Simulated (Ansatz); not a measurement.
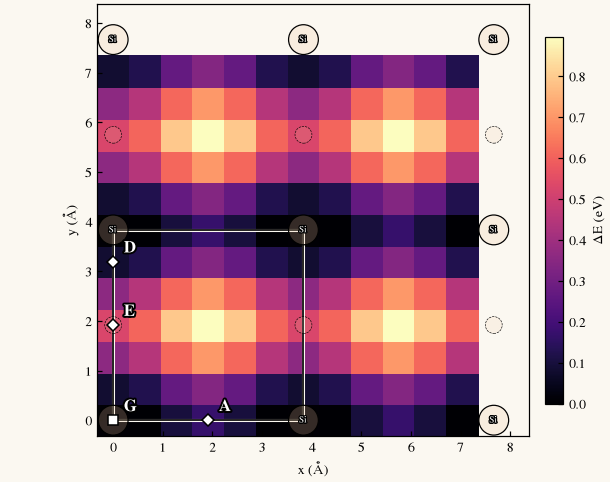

Cu on a Si(100) slab cut from the Fd-3m phase, its upper half relaxed before the scan (16 atoms of substrate and one adsorbate in a 2 × 2 cell). Cu is moved over the surface cell at a fixed height above a rigid substrate; the origin of the map has the adsorbate above Si13; the height is held at 2.20 Å. Places are given modulo a cell vector. The map is drawn in real space over the plane of the surface. Grid: 6 × 6 points; 16 points were computed and 20 follow by symmetry. Places are given in fractions of the 1 × 1 surface cell. All energies are given in eV relative to the lowest grid point. At a fixed height the lowest place need not be the adsorption site. Theory: DFT PBE+D3(BJ), scalar-relativistic, plane waves, PAW (Ansatz). Settings: cutoff 420 eV, k-mesh 4×4×1, gaussian smearing 0.05 eV, spin-polarised.

Drawn: one coloured cell a grid point, labelled circles for the atoms of the top layer and small ones for the second layer, the outline of one cell of the 2 × 2 shown, lettered points.

### What kind of point is each of A, E, G: minimum, saddle, maximum or slope?

A: saddle point; E: saddle point; G: saddle point. (In these two coordinates alone; a stationary point may lie a little off the grid point.)

### Rank the lettered points by energy, lowest first.

G (0.007 eV), D (0.08 eV), A (0.17 eV), E (0.53 eV).

PAW datasets: the set soft_1.
